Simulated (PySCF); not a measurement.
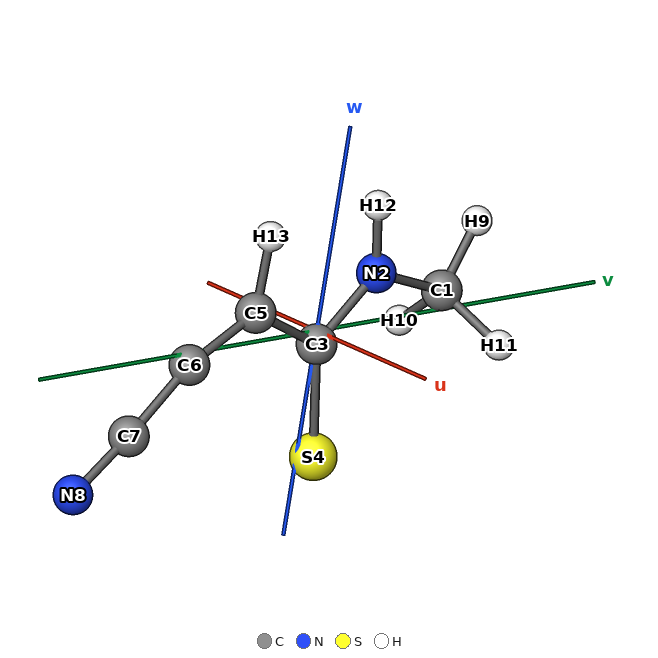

The lines u, v and w are the principal axes of the g tensor. State: neutral, doublet. The computed structure is the end point of a GFN2-xTB optimisation. No frequency run is at hand to confirm it as a minimum. Level of theory: UKS B3LYP, pcH-1 on C H N S, non-relativistic, mean-field spin-orbit, GIAO (PySCF 2.14.0).

Question. Along which axis does g lie farthest from the free-electron value?

Answer. Along u: the shift is 2821 ppm.

Give the principal values and shifts.

```
axis        g  shift (ppm)
   u  2.00514         2821
   v  2.00206         −257
   w  1.99969        −2630
```
